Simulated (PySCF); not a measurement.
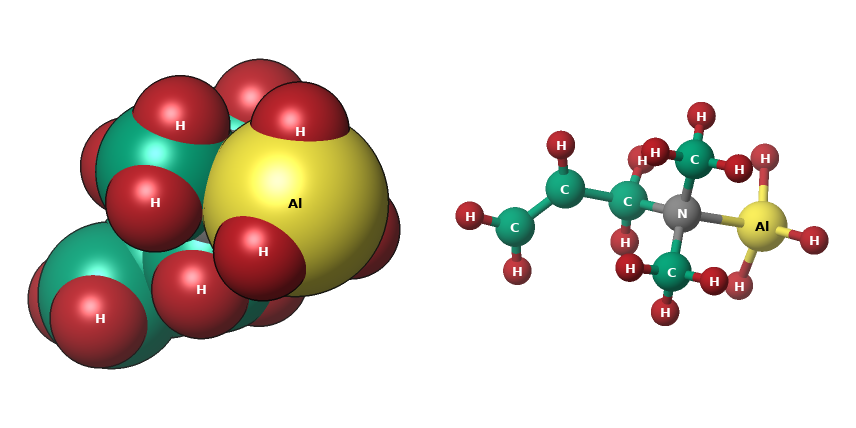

The same structure drawn twice, from different directions.

Which formula does it have?

Answer. C5H14AlN, 21 atoms: 5 carbon, 14 hydrogen, 1 aluminium and 1 nitrogen.

Give the symmetry (Schoenflies symbol).

Answer. C1.

The parts below concern this one geometry. Atoms keep their numbers from picture to picture. The computed structure is the end point of a PBE0-D3(BJ)/def2-SVP optimisation. No frequency run is at hand to confirm it as a minimum.

## Shape

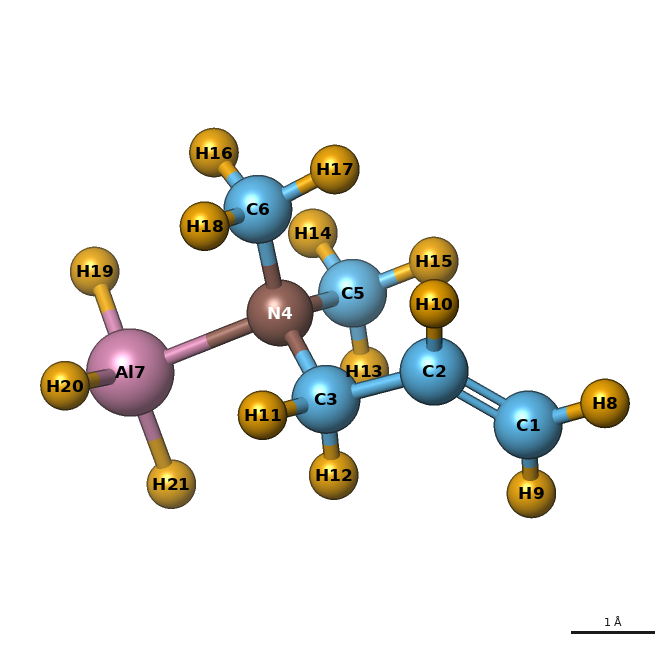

Atoms carry their numbers in the input. No frequency run is at hand to confirm it as a minimum.

Give these bond angles: C1–C2–H10, C3–N4–C5, N4–C3–H12, N4–C5–H13, N4–C5–H14, N4–C6–H17, N4–C6–H18, N4–Al7–H19, N4–Al7–H20, C5–N4–C6, C5–N4–Al7, C6–N4–Al7.

```json
{"angle": "C1–C2–H10", "degrees": "119.0"}
{"angle": "C3–N4–C5", "degrees": "111.4"}
{"angle": "N4–C3–H12", "degrees": "106.9"}
{"angle": "N4–C5–H13", "degrees": "109.3"}
{"angle": "N4–C5–H14", "degrees": "109.0"}
{"angle": "N4–C6–H17", "degrees": "111.6"}
{"angle": "N4–C6–H18", "degrees": "109.4"}
{"angle": "N4–Al7–H19", "degrees": "99.9"}
{"angle": "N4–Al7–H20", "degrees": "99.6"}
{"angle": "C5–N4–C6", "degrees": "110.6"}
{"angle": "C5–N4–Al7", "degrees": "108.1"}
{"angle": "C6–N4–Al7", "degrees": "107.6"}
```

## NMR shielding

The questions are on isotropic NMR shieldings of the H atoms. No frequency run is at hand to confirm it as a minimum. Level of theory: GIAO PBE/pcSseg-1 NMR shielding, non-relativistic, gas phase (PySCF 2.14.0).

Which H atom is the most shielded (lowest chemical shift)?

Answer. H17 (28.98 ppm).

Which H atom is the least shielded (highest chemical shift)?

Answer. H10 (25.08 ppm).

How wide is the range of H shifts?

Answer. 3.90 ppm.

List the isotropic NMR shieldings of the H atoms.

| atom | σ (ppm) |
| --- | --- |
| H8 | 25.45 |
| H9 | 25.55 |
| H10 | 25.08 |
| H11 | 27.36 |
| H12 | 27.90 |
| H13 | 28.83 |
| H14 | 28.60 |
| H15 | 28.92 |
| H16 | 28.43 |
| H17 | 28.98 |
| H18 | 28.61 |
| H19 | 27.01 |
| H20 | 27.00 |
| H21 | 27.04 |

## Excitation

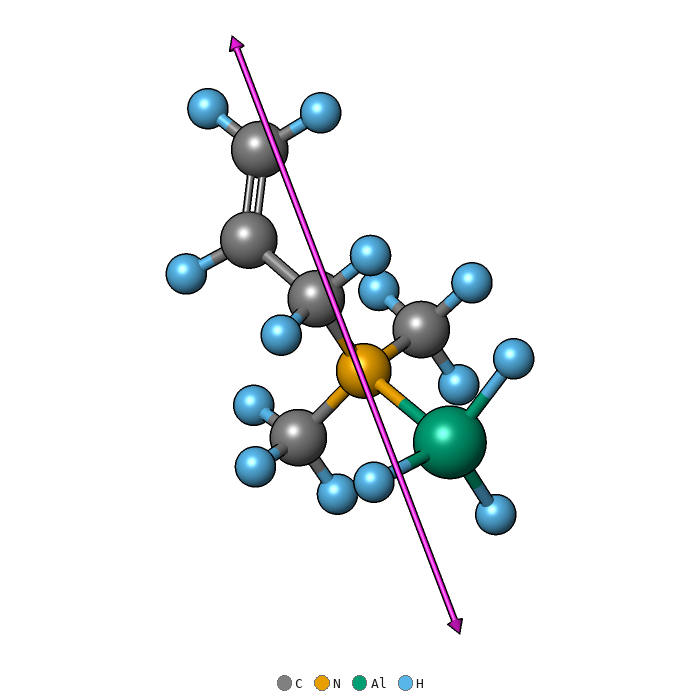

The double arrow shows the direction of the transition dipole to excited singlet state 3 (its length means nothing). No frequency run is at hand to confirm it as a minimum. Method: TDDFT ωB97X-D/def2-SVPD, vertical, gas phase, core orbitals frozen in the response (PySCF 2.14.0).

Give its energy, strength and character.

Answer. 7.23 eV (172 nm), oscillator strength 0.033, mainly HOMO−3 → LUMO (weight 0.62); transition dipole 1.10 D.

## Core levels

No frequency run is at hand to confirm it as a minimum. Properties computed with delta-SCF UKS SCAN, pcX-2 on the ionised atom, pcseg-1 elsewhere, spin-free X2C (PySCF 2.14.0).

Give the core-electron binding energies (to vacuum; p and d levels without spin–orbit splitting) of C1 1s, C2 1s, C3 1s, N4 1s, C5 1s, Al7 1s, Al7 2p.

```csv
atom,level,binding energy (eV)
C1,1s,290.8
C2,1s,291.1
C3,1s,292.0
N4,1s,406.3
C5,1s,292.0
Al7,1s,1565.1
Al7,2p,78.8
```
